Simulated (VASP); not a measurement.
Band structure of Te (trig). Method: rev-vdW-DF2, VASP's PBE PAW potentials (set 64) (plane waves; VASP).

Unless said otherwise, spin-orbit coupling is left out, though it shifts the bands of the heavy elements here.

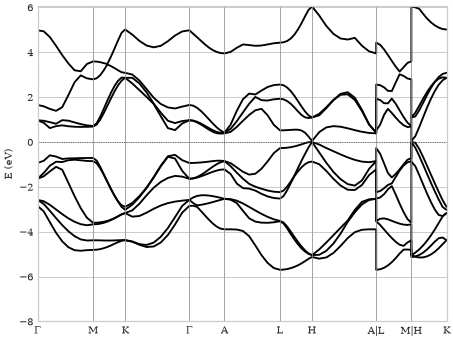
Figure. Bands along high-symmetry lines, zero at the valence-band maximum or, without a gap, the Fermi level

### Question
Read the plot: is there a gap, and where are the band edges?

### Answer
The gap is direct, 0.05 eV, from the valence maximum at H to the conduction minimum at H. (Edges off the drawn lines would not show.)

The compound is Te in the trig structure. It was relaxed first.
